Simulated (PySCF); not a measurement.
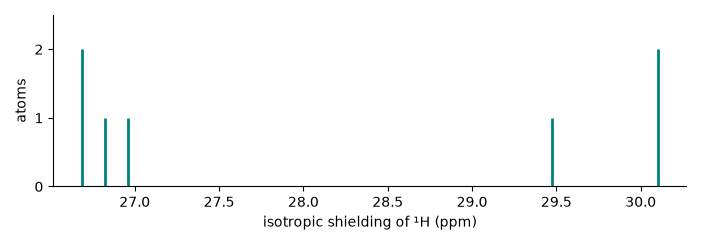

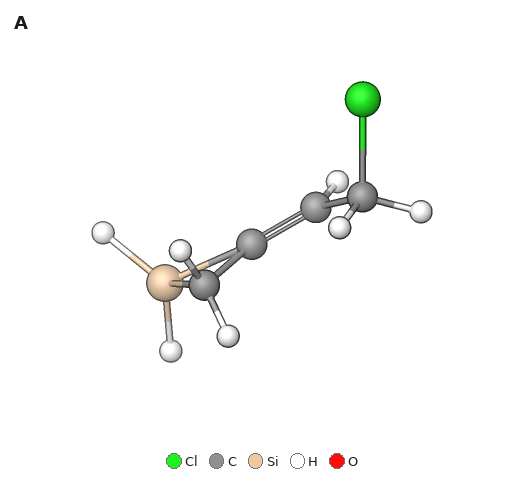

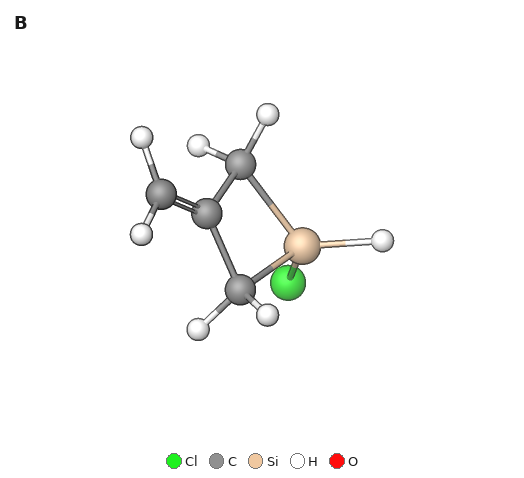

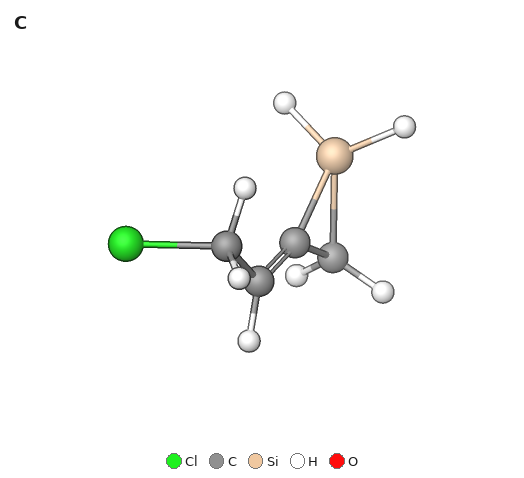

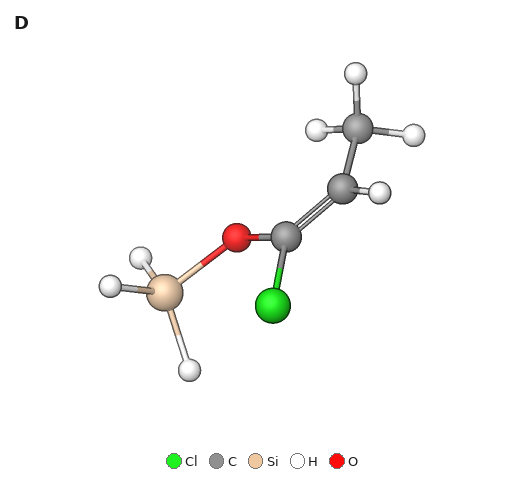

The sticks are computed shieldings of one of the molecules, for one fixed geometry (GFN2-xTB) without averaging over rotations. Low shielding means a high chemical shift. Method: GIAO PBE0/pcSseg-1 NMR shielding, non-relativistic, gas phase (PySCF 2.14.0).

Which molecule gives this pattern?

D, `C/C=C(/Cl)O[SiH3]`. Its 7 H atoms give lines at 26.69 (2 atoms), 26.82, 26.96, 29.48, 30.10 (2 atoms) ppm.

The geometry is semi-empirical. Around Si such bond lengths and angles can be off by a tenth of an ångström or more and by several degrees, and values that hang on the shape move with them.
